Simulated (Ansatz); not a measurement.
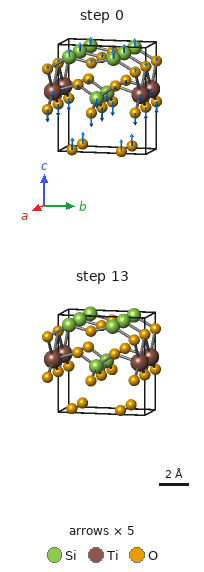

The structure of a crystal of TiSi3O8 (built on the tetragonal host type) before (top) and after (bottom) a relaxation, at one scale. The blue arrows give the displacements (the part carried along by the change of the cell is left out), magnified 5 times.

A ball-and-stick model of the cell of the calculation, repeated 2 × 1 × 1 with one cell outlined, seen slightly off an axis.

These are results of DFT, r2SCAN, plane waves, PAW (Ansatz), not measurements. Settings: plane-wave cutoff 500 eV; k-point mesh 8 × 4 × 4; occupations fermi dirac; smearing width 0.02 eV; no spin polarisation; cell and atoms relaxed; force threshold 0.005 eV/Å.

**What changed between the two?**

Over 10 accepted moves (13 points after the start) the energy falls by 11.5 meV per atom. Largest force component: 0.5 eV/Å at the start, 0.0015 eV/Å at the end. Pressure: −5.70 GPa at the start and 0.00 GPa at the end. The line search rejected the trial step at point 4 of the run. At 2 points the geometry stayed and the basis and grid were re-selected for the new cell (energy shift of 0.8 meV per atom at most each time). An O atom moves most relative to the cell: 0.20 Å along −c. By element the largest moves are O 0.20 Å, Si 0.14 Å, Ti 0.10 Å. The volume changes by −10.3 %, with a 2.896 → 2.886 Å (−0.4 %), b 6.339 → 6.262 Å (−1.2 %), c 7.535 → 6.870 Å (−8.8 %). Near-neighbour distances that change, for instance: O–Ti 1.899 → 1.878 Å, O–Si 1.811 → 1.791 Å, O–Si 1.644 → 1.625 Å, O–Si 1.658 → 1.642 Å. The space group stays Pmm2 (No. 25).

Limits of the set-up: layers or molecules are held without a dispersion correction, so their spacing is unreliable.
